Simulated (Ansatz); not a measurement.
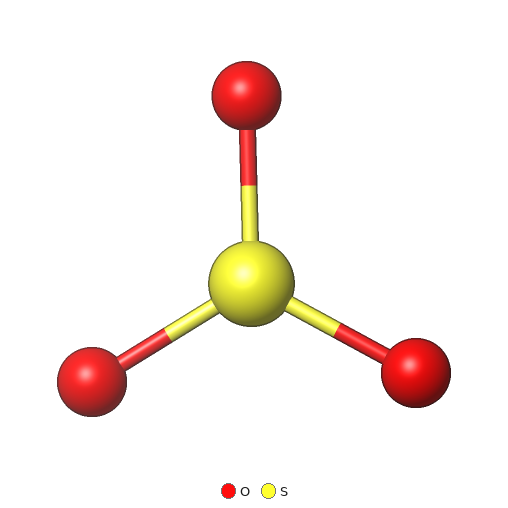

All atoms lie in one plane, which faces the viewer. Computed geometry: PBE0-D4/def2-TZVP optimisation.

**Which symmetry elements does this geometry have?**

It has 1 C3 axis, 3 C2 axes, 1 S3 axis and 4 mirror planes, so the point group is D3h. The group has 12 operations. The geometry is achiral, and symmetry forbids a dipole moment.
